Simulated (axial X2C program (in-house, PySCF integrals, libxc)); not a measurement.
**RhNa⁻: from the state search to constants**

Aim: find the lowest determinant of RhNa⁻, scan the bond at several levels and fit the constants, once spin-free and once with spin–orbit coupling.

Computed with an in-house X2C program for linear molecules on PySCF integrals. Level: all-electron X2C, Rh dyall-acv3z, Na dyall-av3z.

All values are calculated.

## Step 1: Input

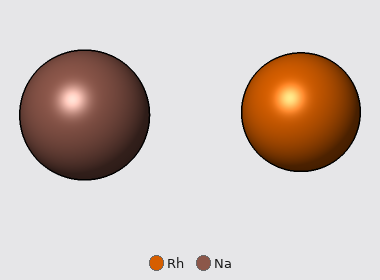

The two atoms at 2.800 Å (rhodium orange, sodium brown).

The input, task.json:

```json
{"zs": [45, 11], "q": -1, "bas": ["dyall-acv3z", "dyall-av3z"], "levels": ["PBE0", "HF", "PBEsol"], "cc": true, "r0": 2.8, "thr": -1.0, "nmax": 90, "npts": 10, "nst": 2, "ntry": 6}
```

Keys: zs atomic numbers; q charge; bas basis sets; levels methods (HF also brings MP2); cc coupled cluster on or off; r0 starting distance in Å; thr threshold in hartree for freezing inner shells (an s shell follows its p shell); nmax most natural virtual spinors; npts points asked for on the curve; nst determinants followed; ntry starts of the search.

Launch:

```bash
> python so2c.py task.json out
```

Spin-free means the one-electron spin-free X2C Hamiltonian; two-component (2c) means X2C with spin–orbit coupling and atomic mean-field two-electron Coulomb and Gaunt terms. Basis: Rh dyall-acv3z contracted to [13s13p9d5f3g], Na dyall-av3z contracted to [10s9p5d2f]; Gaussian nuclei, density fitting. Masses: Rh 102.906 u, Na 22.990 u.

Notation: σ, π±, δ± give the projection m of an orbital's angular momentum (0, ±1, ±2), α and β its spin, Λ and M_S the sums; ω is the projection of a spinor's total angular momentum and Ω the sum. Logs are in hartree.

The results follow Hamiltonian by Hamiltonian and level by level.

## Step 2: State search with PBE0

PBE0 moves the distance from 2.800 Å to 2.969 Å and compares determinants there.

Spin-free determinants:

```tsv
ΔE (eV)	state	open shells
0.00	M_S = 3/2, Λ = 2	beyond closed shells: 2 × σα, δ+α, δ+β, δ-α
0.31	M_S = 1/2, Λ = 0	beyond closed shells: σα
0.63	M_S = 1/2, Λ = 3	beyond closed shells: σα, π+β, δ+α, δ+β, δ-α
0.63	M_S = 1/2, Λ = 1	beyond closed shells: σα, π-β, δ+α, δ+β, δ-α
0.63	M_S = 3/2, Λ = 3	beyond closed shells: σα, π+α, δ+α, δ+β, δ-α
0.63	M_S = 3/2, Λ = 1	beyond closed shells: σα, π-α, δ+α, δ+β, δ-α
1.78	M_S = 5/2, Λ = 1	beyond closed shells: 3 × σα, π-α, δ+α, δ+β, δ-α
```

Two-component determinants:

```csv
ΔE (eV),state,open shells
0.00,Ω = 7/2,"excess of +ω over −ω: 2 × ω = 1/2, ω = 5/2"
0.25,Ω = 1/2,"excess of +ω over −ω: 2 × ω = -1/2, ω = 3/2"
0.31,Ω = 3/2,excess of +ω over −ω: ω = 3/2
0.42,Ω = 1/2,excess of +ω over −ω: ω = 1/2
0.52,Ω = 5/2,"excess of +ω over −ω: 2 × ω = 1/2, ω = 3/2"
0.63,Ω = 3/2,"excess of +ω over −ω: ω = 1/2, ω = -3/2, ω = 5/2"
0.63,Ω = 9/2,"excess of +ω over −ω: ω = 1/2, ω = 3/2, ω = 5/2"
```

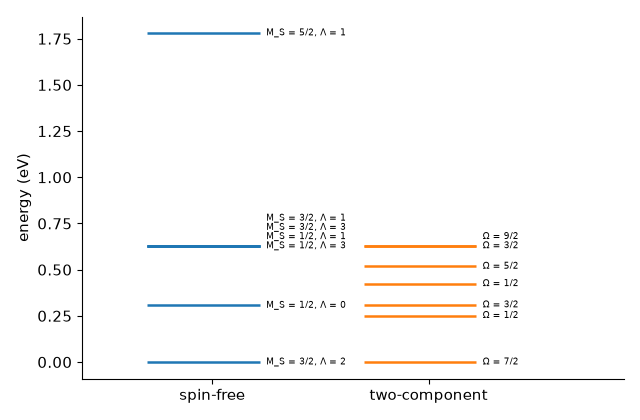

The determinants found, each set from its own lowest.

## Step 3: PBE0, spin-free

State followed: M_S = 3/2, Λ = 2 (beyond closed shells: 2 × σα, δ+α, δ+β, δ-α). The scan is laid around 2.969 Å, a first estimate of the minimum, and this SCF restarts from the orbitals of the search.

Output at 2.969 Å:

```text
spin-free X2C-1e  PBE0
basis functions 235  fitting functions 1098  grid points 5087
iter        total energy     max residual
   1      -4945.799492244     1.84e-05
   2      -4945.799492245     3.47e-05
   3      -4945.799492273     8.68e-06
   4      -4945.799492280     4.69e-06
   5      -4945.799492284     2.36e-06
   6      -4945.799492285     8.16e-07
converged
one-electron -7009.61249828  Coulomb 2129.72888012  exact exchange -37.90952273  xc functional -116.23225890  nuclear repulsion 88.22590751
```

Along the bond, energies from the lowest point:

```
R (Å)  E (eV)   μ (D)  HOMO (eV)  LUMO (eV)  iterations
2.583  0.1418  -10.55       0.49       1.24          17
2.702  0.0576   -9.91       0.47       1.26          16
2.791  0.0225   -9.49       0.45       1.27          16
2.880  0.0043   -9.10       0.43       1.27          14
2.969  0.0000   -8.75       0.40       1.28           6
3.073  0.0073   -8.38       0.37       1.29          14
3.177  0.0241   -8.05       0.33       1.29          14
3.310  0.0561   -7.67       0.28       1.30          14
3.474  0.1032   -7.28       0.21       1.31          15
```

Dipoles are positive if Na is the positive end and refer to the centre of mass.

Outer orbitals at the reference distance:

| symmetry | occupied | ε (eV) | atomic character |
| --- | --- | --- | --- |
| π+α | yes | -27.82 | 100% Na p |
| π-α | yes | -27.82 | 100% Na p |
| π-β | yes | -27.81 | 100% Na p |
| π+β | yes | -27.81 | 100% Na p |
| σα | yes | -27.79 | 100% Na p |
| σβ | yes | -27.76 | 100% Na p |
| σα | yes | -3.75 | 99% Rh d |
| δ+α | yes | -3.47 | 100% Rh d |
| δ-α | yes | -3.47 | 100% Rh d |
| π-α | yes | -2.94 | 99% Rh d |
| π+α | yes | -2.94 | 99% Rh d |
| π+β | yes | -2.23 | 99% Rh d |
| π-β | yes | -2.08 | 99% Rh d |
| δ+β | yes | -1.87 | 100% Rh d |
| σα | yes | -1.21 | 61% Rh s, 25% Na s, 9% Na p |
| σβ | yes | -0.83 | 47% Rh s, 29% Na s, 11% Na p |
| σα | yes | 0.40 | 37% Na p, 34% Na s, 20% Rh p |
| σα | no | 1.28 | 64% Na p, 28% Na s, 7% Rh p |
| π-α | no | 1.30 | 99% Na p |
| π+α | no | 1.30 | 99% Na p |
| σα | no | 1.35 | 50% Na s, 29% Na p, 17% Rh p |

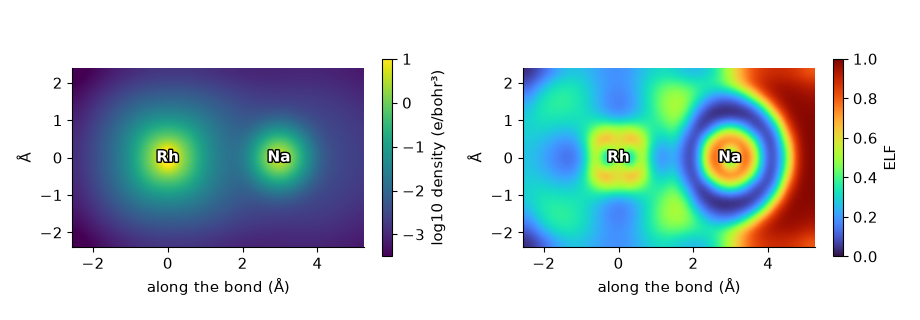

PBE0 fields in a plane through the axis, from a grid of 0.3 Å; Rh lies at z = 0 and Na at z = 2.969 Å; the ELF is damped to zero where the density is low.

Re = 2.961 Å, ωe = 136.9 cm⁻¹, ωexe = 0.775 cm⁻¹, Be = 0.1023 cm⁻¹, De = 0.984 eV, μ = -8.78 D.

## Step 4: HF, spin-free

The SCF at the reference distance of 2.969 Å:

```text
spin-free X2C-1e  HF
basis functions 235  fitting functions 1098  grid points 5087
iter        total energy     max residual
   1      -4943.295801592     3.63e-01
   2      -4943.325547505     7.47e-03
   3      -4943.328925935     4.80e-03
   4      -4943.330436910     3.09e-03
   5      -4943.331270916     1.56e-03
   6      -4943.331512427     1.06e-03
   7      -4943.331721158     7.72e-04
   8      -4943.331827571     6.03e-04
   9      -4943.331945908     3.28e-04
  10      -4943.331961608     1.35e-04
  11      -4943.331964948     6.54e-05
  12      -4943.331965640     3.27e-05
  13      -4943.331965766     6.79e-06
  14      -4943.331965783     3.31e-06
  15      -4943.331965786     1.99e-06
  16      -4943.331965788     7.86e-07
converged
one-electron -7008.79251576  Coulomb 2129.02118632  exact exchange -151.78654385  xc functional 0.00000000  nuclear repulsion 88.22590751
```

No constants are quoted: too few points lie around the minimum for a second fit to confirm the first.

## Step 5: PBEsol, spin-free

The SCF at the reference distance of 2.969 Å:

```text
spin-free X2C-1e  PBEsol
basis functions 235  fitting functions 1098  grid points 5087
iter        total energy     max residual
   1      -4942.878598036     2.23e-01
   2      -4942.887270540     8.02e-03
   3      -4942.886652403     8.01e-03
   4      -4942.884942457     1.17e-02
   5      -4942.887073684     6.91e-03
   6      -4942.888115198     2.68e-03
   7      -4942.888294344     7.71e-04
   8      -4942.888308668     8.86e-05
   9      -4942.888308585     1.41e-04
  10      -4942.888309094     1.70e-05
  11      -4942.888309113     4.20e-06
  12      -4942.888309116     5.37e-06
  13      -4942.888309117     3.87e-07
converged
one-electron -7009.44933658  Coulomb 2129.48288725  exact exchange 0.00000000  xc functional -151.14776730  nuclear repulsion 88.22590751
```

Re = 2.826 Å, ωe = 158.8 cm⁻¹, ωexe = 0.909 cm⁻¹, Be = 0.1123 cm⁻¹, De = 1.18 eV, μ = -11.55 D.

## Step 6: Correlated methods, spin-free

Correlated methods: 11 electrons correlated (frozen shells, counted by type: Rh 4 s, 3 p, 1 d; Na 2 s, 1 p), 337 virtual spinors in MP2, 90 natural virtuals in coupled cluster.

Output of the correlated part at 2.969 Å:

```text
correlated 11  virtual 337  natural virtual 90  E(MP2) -0.298641658  MP2 remainder -0.015747225
iter   CCSD correlation   residual
   1     -0.270591577   1.56e-01
   2     -0.279790196   7.96e-02
   3     -0.283183958   4.72e-02
   4     -0.284016603   2.20e-02
   5     -0.284676497   1.10e-02
   6     -0.284834843   4.72e-03
   7     -0.284828863   2.27e-03
   8     -0.284867315   1.29e-03
   9     -0.284866757   6.75e-04
  10     -0.284875882   2.62e-04
  11     -0.284874174   1.16e-04
  12     -0.284873752   5.89e-05
  13     -0.284873304   3.32e-05
  14     -0.284872771   2.04e-05
  15     -0.284872591   1.14e-05
  16     -0.284872514   5.99e-06
  17     -0.284872454   3.25e-06
  18     -0.284872427   1.94e-06
  19     -0.284872407   1.08e-06
  20     -0.284872403   6.03e-07
(T) -0.015169634  T1 0.0804  D1 0.1944  max T2 0.065
```

T1 in the output is the amplitude norm over the root of the electron number; divide by √2 for the Lee–Taylor value.

MP2: No constants are quoted: the reference is strongly spin-contaminated.

CCSD: Re = 2.997 Å, ωe = 136.8 cm⁻¹, ωexe = 0.746 cm⁻¹, Be = 0.09987 cm⁻¹, De = 0.908 eV. T1 at Re = 0.057 (Lee–Taylor, the printed value over √2).

CCSD(T): Re = 2.970 Å, ωe = 143.2 cm⁻¹, ωexe = 0.778 cm⁻¹, Be = 0.1017 cm⁻¹, De = 0.927 eV. T1 at Re = 0.057 (Lee–Taylor, the printed value over √2).

## Step 7: A higher determinant, spin-free

State: M_S = 1/2, Λ = 0 (beyond closed shells: σα).

Output at the reference distance:

```text
spin-free X2C-1e  PBE0
basis functions 235  fitting functions 1098  grid points 5087
iter        total energy     max residual
   1      -4945.788234231     3.02e-05
   2      -4945.788234596     2.74e-05
   3      -4945.788234636     8.93e-06
   4      -4945.788234662     1.25e-05
   5      -4945.788234671     3.37e-06
   6      -4945.788234673     2.02e-06
   7      -4945.788234674     1.53e-06
converged
one-electron -7014.41280094  Coulomb 2134.63139061  exact exchange -37.91970067  xc functional -116.31303119  nuclear repulsion 88.22590751
```

```
R (Å)  E above the lowest PBE0 point (eV)
2.583                               0.265
2.702                               0.250
2.791                               0.259
2.880                               0.278
2.969                               0.306
3.073                               0.346
3.177                               0.389
3.310                               0.449
3.474                               0.521
```

Re = 2.689 Å, ωe = 168.8 cm⁻¹, Be = 0.124 cm⁻¹, μ = -3.46 D. ⟨S²⟩ = 0.92 against 0.75 for a pure state, so this determinant mixes spins. Te = 0.25 eV.

## Step 8: The spin-free curves together

Energy (eV) of the followed determinant, spin-free, from each level's lowest point:

```
R (Å)   PBE0     HF  MP2 (spin-contaminated)   CCSD  CCSD(T)  PBEsol
2.583  0.142  0.362                    0.118    n/a      n/a   0.068
2.702  0.058  0.230                    0.042  0.077    0.068   0.014
2.791  0.023  0.158                    0.012  0.034    0.027   0.000
2.880  0.004  0.103                    0.000  0.009    0.006   0.001
2.969  0.000  0.063                    0.001  0.000    0.000   0.015
3.073  0.007  0.031                    0.015  0.003    0.007   0.041
3.177  0.024  0.011                    0.039  0.017    0.025   0.074
3.310  0.056  0.000                    0.078  0.047    0.060   0.126
3.474  0.103  0.002                    0.135    n/a      n/a   0.192
```

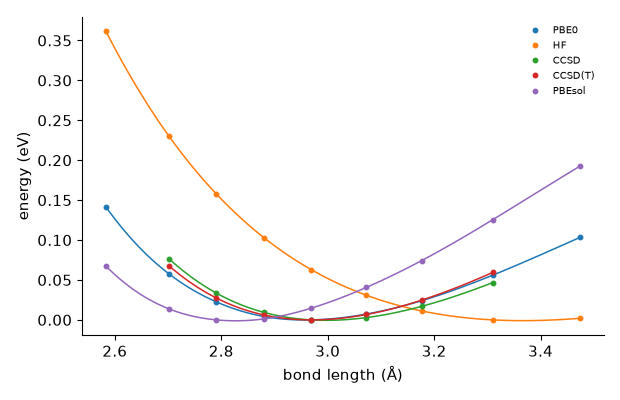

Curves of the followed state, spin-free, each from its own lowest point. Left out: MP2.

## Step 9: PBE0, 2c

State followed: Ω = 7/2 (excess of +ω over −ω: 2 × ω = 1/2, ω = 5/2). The scan is laid around 2.969 Å, a first estimate of the minimum, and this SCF restarts from the orbitals of the search.

Output at 2.969 Å:

```text
two-component X2C + atomic mean field  PBE0
basis functions 235  fitting functions 1098  grid points 5087
iter        total energy     max residual
   1      -4943.829126988     7.84e-06
   2      -4943.829126995     4.31e-06
   3      -4943.829126997     4.57e-06
   4      -4943.829126999     2.59e-06
   5      -4943.829127001     1.64e-06
   6      -4943.829127001     8.51e-07
converged
one-electron -7004.24534939  Coulomb 2128.68887305  exact exchange -37.88885181  xc functional -116.17108257  nuclear repulsion 88.22590751  atomic mean-field constant -2.43862379
```

Along the bond, energies from the lowest point:

```
R (Å)  E (eV)   μ (D)  HOMO (eV)  LUMO (eV)  iterations
2.583  0.1413  -10.54       0.49       1.24          19
2.702  0.0574   -9.91       0.47       1.26          18
2.791  0.0224   -9.48       0.45       1.27          17
2.880  0.0043   -9.10       0.43       1.28          15
2.969  0.0000   -8.75       0.40       1.28           6
3.073  0.0073   -8.38       0.37       1.29          15
3.177  0.0242   -8.05       0.33       1.29          14
3.310  0.0562   -7.68       0.28       1.30          14
3.474  0.1034   -7.28       0.22       1.31          15
```

Dipoles are positive if Na is the positive end and refer to the centre of mass.

Outer spinors at the reference distance:

```
   ω  occupied  ε (eV)              atomic character     λ mixture
-1/2       yes  -27.91                     100% Na p  80% π, 20% σ
 1/2       yes  -27.90                     100% Na p  72% π, 28% σ
 3/2       yes  -27.76                     100% Na p        100% π
-3/2       yes  -27.74                     100% Na p        100% π
 1/2       yes  -27.73                     100% Na p  72% σ, 28% π
-1/2       yes  -27.72                     100% Na p  80% σ, 20% π
 1/2       yes   -3.75                      99% Rh d   99% σ, 1% π
-3/2       yes   -3.62                     100% Rh d   99% δ, 1% π
 5/2       yes   -3.30                     100% Rh d        100% δ
-1/2       yes   -3.03                      99% Rh d   98% π, 2% σ
 3/2       yes   -2.88                      99% Rh d   96% π, 4% δ
 1/2       yes   -2.29                      99% Rh d   99% π, 1% σ
 3/2       yes   -1.99                     100% Rh d   96% δ, 4% π
-3/2       yes   -1.99                      99% Rh d   99% π, 1% δ
 1/2       yes   -1.21   61% Rh s, 25% Na s, 9% Na p        100% σ
-1/2       yes   -0.83  47% Rh s, 29% Na s, 11% Na p        100% σ
 1/2       yes    0.40  37% Na p, 34% Na s, 20% Rh p        100% σ
 1/2        no    1.28   71% Na p, 23% Na s, 6% Rh p        100% σ
-1/2        no    1.30                      99% Na p        100% π
 3/2        no    1.30                      99% Na p        100% π
 1/2        no    1.36  56% Na s, 23% Na p, 19% Rh p        100% σ
```

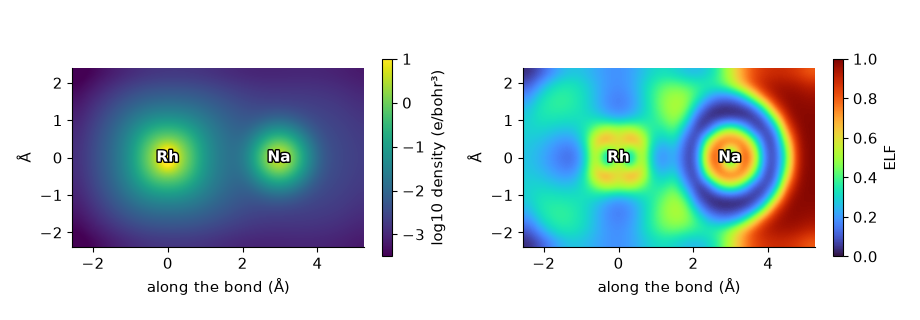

PBE0 fields in a plane through the axis, from a grid of 0.3 Å; Rh lies at z = 0 and Na at z = 2.969 Å; the ELF is damped to zero where the density is low.

Re = 2.961 Å, ωe = 136.9 cm⁻¹, ωexe = 0.773 cm⁻¹, Be = 0.1024 cm⁻¹, De = 1.04 eV, μ = -8.78 D.

## Step 10: HF, 2c

The SCF at the reference distance of 2.969 Å:

```text
two-component X2C + atomic mean field  HF
basis functions 235  fitting functions 1098  grid points 5087
iter        total energy     max residual
   1      -4941.324599850     3.63e-01
   2      -4941.354376203     7.30e-03
   3      -4941.357725172     4.72e-03
   4      -4941.359212039     3.06e-03
   5      -4941.360028266     1.57e-03
   6      -4941.360271038     1.08e-03
   7      -4941.360491545     7.81e-04
   8      -4941.360605223     6.08e-04
   9      -4941.360734540     3.17e-04
  10      -4941.360751462     1.19e-04
  11      -4941.360755044     9.02e-05
  12      -4941.360756154     7.91e-05
  13      -4941.360756687     6.73e-05
  14      -4941.360757038     5.58e-05
  15      -4941.360757333     4.34e-05
  16      -4941.360757685     1.73e-05
  17      -4941.360757733     7.12e-06
  18      -4941.360757741     3.71e-06
  19      -4941.360757743     3.02e-06
  20      -4941.360757744     2.75e-06
converged
one-electron -7003.43600869  Coulomb 2127.99139638  exact exchange -151.70342915  xc functional 0.00000000  nuclear repulsion 88.22590751  atomic mean-field constant -2.43862379
```

No constants are quoted: too few points lie around the minimum for a second fit to confirm the first.

## Step 11: PBEsol, 2c

The SCF at the reference distance of 2.969 Å:

```text
two-component X2C + atomic mean field  PBEsol
basis functions 235  fitting functions 1098  grid points 5087
iter        total energy     max residual
   1      -4940.910208547     2.23e-01
   2      -4940.918807176     8.00e-03
   3      -4940.917799792     9.13e-03
   4      -4940.916063666     1.24e-02
   5      -4940.918735745     6.42e-03
   6      -4940.919650951     2.50e-03
   7      -4940.919813161     6.89e-04
   8      -4940.919824852     7.22e-05
   9      -4940.919824741     1.33e-04
  10      -4940.919825204     1.73e-05
  11      -4940.919825223     4.02e-06
  12      -4940.919825226     4.77e-06
  13      -4940.919825227     3.76e-07
converged
one-electron -7004.05138408  Coulomb 2128.41180496  exact exchange 0.00000000  xc functional -151.06752983  nuclear repulsion 88.22590751  atomic mean-field constant -2.43862379
```

Re = 2.827 Å, ωe = 158.5 cm⁻¹, ωexe = 0.94 cm⁻¹, Be = 0.1123 cm⁻¹, De = 1.27 eV, μ = -11.52 D.

## Step 12: Correlated methods, 2c

Correlated methods: 11 electrons correlated (frozen shells, counted by type: Rh 4 s, 3 p, 1 d; Na 2 s, 1 p), 337 virtual spinors in MP2, 90 natural virtuals in coupled cluster.

Output of the correlated part at 2.969 Å:

```text
correlated 11  virtual 337  natural virtual 90  E(MP2) -0.298617988  MP2 remainder -0.015813643
iter   CCSD correlation   residual
   1     -0.270565383   1.56e-01
   2     -0.279757868   7.95e-02
   3     -0.283143947   4.72e-02
   4     -0.283978155   2.20e-02
   5     -0.284637433   1.10e-02
   6     -0.284795746   4.73e-03
   7     -0.284789897   2.26e-03
   8     -0.284828174   1.29e-03
   9     -0.284827518   6.73e-04
  10     -0.284836640   2.63e-04
  11     -0.284834903   1.18e-04
  12     -0.284834506   6.19e-05
  13     -0.284834058   3.60e-05
  14     -0.284833521   2.24e-05
  15     -0.284833367   1.26e-05
  16     -0.284833308   6.65e-06
  17     -0.284833256   3.69e-06
  18     -0.284833236   2.26e-06
  19     -0.284833217   1.29e-06
(T) -0.015151059  T1 0.0803  D1 0.1938  max T2 0.064
```

MP2: No constants are quoted: the reference is strongly spin-contaminated.

CCSD: Re = 2.997 Å, ωe = 137.3 cm⁻¹, ωexe = 0.77 cm⁻¹, Be = 0.09989 cm⁻¹, De = 0.865 eV. T1 at Re = 0.057 (Lee–Taylor, the printed value over √2).

CCSD(T): Re = 2.970 Å, ωe = 143.6 cm⁻¹, ωexe = 0.75 cm⁻¹, Be = 0.1017 cm⁻¹, De = 0.885 eV. T1 at Re = 0.057 (Lee–Taylor, the printed value over √2).

## Step 13: A higher determinant, 2c

State: Ω = 1/2 (excess of +ω over −ω: 2 × ω = -1/2, ω = 3/2).

Output at the reference distance:

```text
two-component X2C + atomic mean field  PBE0
basis functions 235  fitting functions 1098  grid points 5087
iter        total energy     max residual
   1      -4943.819878979     6.71e-06
   2      -4943.819878980     8.78e-06
converged
one-electron -7004.19272397  Coulomb 2128.64188879  exact exchange -37.88806444  xc functional -116.16826309  nuclear repulsion 88.22590751  atomic mean-field constant -2.43862379
```

```
R (Å)  E above the lowest PBE0 point (eV)
2.583                               0.394
2.702                               0.309
2.791                               0.274
2.880                               0.256
2.969                               0.252
3.073                               0.259
3.177                               0.276
3.310                               0.308
3.474                               0.355
```

Re = 2.961 Å, ωe = 137.0 cm⁻¹, ωexe = 0.774 cm⁻¹, Be = 0.1023 cm⁻¹, μ = -8.75 D. Te = 0.25 eV.

## Step 14: The 2c curves together

Energy (eV) of the followed determinant, 2c, from each level's lowest point:

```
R (Å)   PBE0     HF  MP2 (spin-contaminated)   CCSD  CCSD(T)  PBEsol
2.583  0.141  0.359                    0.119    n/a      n/a   0.068
2.702  0.057  0.228                    0.042  0.076    0.068   0.014
2.791  0.022  0.156                    0.012  0.034    0.027   0.000
2.880  0.004  0.102                    0.000  0.009    0.006   0.001
2.969  0.000  0.062                    0.001  0.000    0.000   0.014
3.073  0.007  0.030                    0.015  0.003    0.007   0.040
3.177  0.024  0.011                    0.039  0.017    0.025   0.074
3.310  0.056  0.000                    0.078  0.047    0.060   0.125
3.474  0.103  0.002                    0.135    n/a      n/a   0.191
```

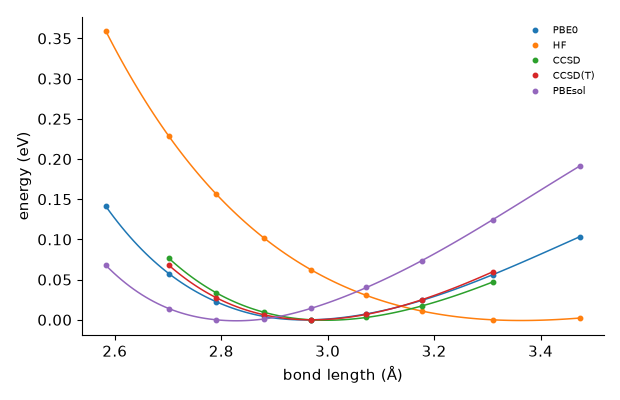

Curves of the followed state, 2c, each from its own lowest point. Left out: MP2.

The whole job took 3.6 min on 1 thread of AMD EPYC 9R45 (Zen 5), shared host.

## Step 15: Constants

Lowest determinant that the search found at its distance, spin-free: M_S = 3/2, Λ = 2 (beyond closed shells: 2 × σα, δ+α, δ+β, δ-α).

Lowest determinant that the search found at its distance, 2c: Ω = 7/2 (excess of +ω over −ω: 2 × ω = 1/2, ω = 5/2).

| Hamiltonian | level | Re (Å) | ωe (cm⁻¹) | De (eV) |
| --- | --- | --- | --- | --- |
| spin-free | PBE0 | 2.961 | 136.9 | 0.984 |
| spin-free | CCSD | 2.997 | 136.8 | 0.908 |
| spin-free | CCSD(T) | 2.970 | 143.2 | 0.927 |
| spin-free | PBEsol | 2.826 | 158.8 | 1.18 |
| 2c | PBE0 | 2.961 | 136.9 | 1.04 |
| 2c | CCSD | 2.997 | 137.3 | 0.865 |
| 2c | CCSD(T) | 2.970 | 143.6 | 0.885 |
| 2c | PBEsol | 2.827 | 158.5 | 1.27 |

No constants: spin-free HF (too few points lie around the minimum for a second fit to confirm the first); spin-free MP2 (the reference is strongly spin-contaminated); 2c HF (too few points lie around the minimum for a second fit to confirm the first); 2c MP2 (the reference is strongly spin-contaminated).

Time per point (s) on 1 thread of AMD EPYC 9R45 (Zen 5), shared host (2c runs; CCSD comes with the CCSD(T) run); the times are rough: PBE0 0.84, CCSD(T) 4.7, PBEsol 0.42.

What this shows: At CCSD(T), going from spin-free to two-component changes Re by 0 mÅ, ωe by +0.2 %, which is small (part of it comes from the scalar share of the two-electron terms). De moves by -0.04 eV; both De rest on single-determinant atoms, which can miss part of an open shell's spin–orbit lowering. The highest occupied level is positive at the mean-field levels quoted, but negative in the Hartree–Fock runs, so self-interaction plays a part.

De refers to Rh- + Na, each in the lowest determinant found, which need not be this curve's own limit. The state is a single determinant with fixed occupations, the lowest that a limited PBE0 search found. Dissociation energies refer to the lowest single-determinant-based atoms at the same level and basis. Density functionals use the spin component along the axis (collinear). Coupled cluster ran in a truncated set of natural virtual spinors; the MP2 energy of the rest was added. With several unpaired electrons one determinant need not be a pure state. At some level an empty orbital lies below a filled one. The spin-free determinant is spin-contaminated at some levels. With the outer-core shells frozen, correlated bond lengths of heavy atoms tend to come out a few hundredths of an ångström too long. T1 at Re is 0.057 (Lee–Taylor), above the customary mark of 0.02.
